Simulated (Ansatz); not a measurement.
Consider Cl₄HNW (W(NH)Cl4).

The calculation's input:

```
crystal:
  periodic: [false, false, false]
  atoms:
    - {symbol: W, position_ang: [-0.003901, -0.001324, -0.327732]}
    - {symbol: N, position_ang: [0.015439, 0.006324, 1.393216]}
    - {symbol: H, position_ang: [0.028442, 0.009672, 2.415681]}
    - {symbol: Cl, position_ang: [2.250669, 0.008687, -0.903010]}
    - {symbol: Cl, position_ang: [-0.023087, 2.261541, -0.872865]}
    - {symbol: Cl, position_ang: [-2.270906, -0.016064, -0.852024]}
    - {symbol: Cl, position_ang: [0.003354, -2.268834, -0.853255]}
basis:
  gaussian: {orbitals: def2-TZVP, initial_orbitals: start.molden}
hamiltonian: {xc: pbe0, dispersion: d4}
scf: {omitted_lower_state_checks: [starts]}
output: {orbitals: {seedname: orbitals}}
```

Launched as:

```sh
ansatz run in.yaml --threads 4 --pin off --events-out ev --progress --plain --max-ram 4787MiB
```

Geometry: PBE-D4/def2-SVP; core potentials replace the inner electrons of W.

All numbers below come from RKS PBE0-D4/def2-TZVP (Ansatz 0.2.0).

What will maps of the electron density and electron localisation function show?

W–N (1.72 Å): ρ is about 1.7 e/Å³ halfway; the ELF peaks at about 0.70 in the valence shell of N, 0.6 Å from its nucleus, and drops to about 0.30 between the two atoms.
W–Cl (2.33 Å): ρ is about 0.7 e/Å³ halfway; the ELF peaks at about 0.85 in the valence shell of Cl, 0.8 Å from its nucleus, and is about 0.45 at the midpoint.
N–H (1.02 Å): ρ is about 2.9 e/Å³ halfway; the ELF climbs to about 1 towards the hydrogen, as it does in any bond to H: an ordinary covalent bond to hydrogen.

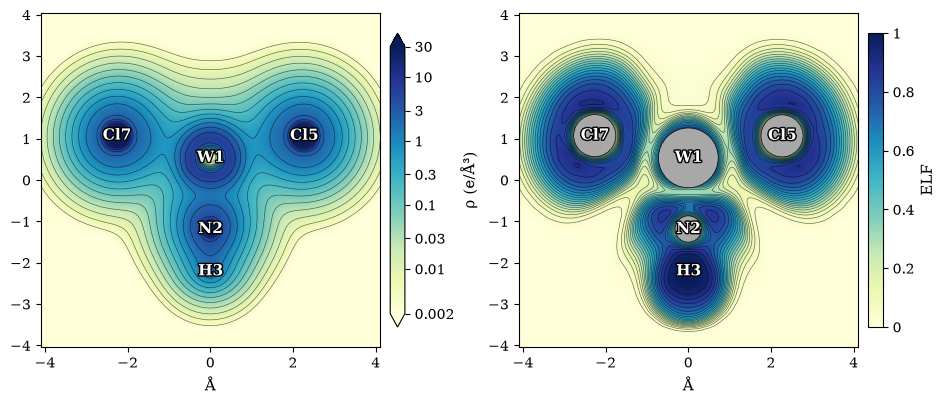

Computed electron density and electron localisation function on the plane of atoms Cl5, W1 and Cl7, in this order. Grey discs cover the atomic cores in the ELF map. 
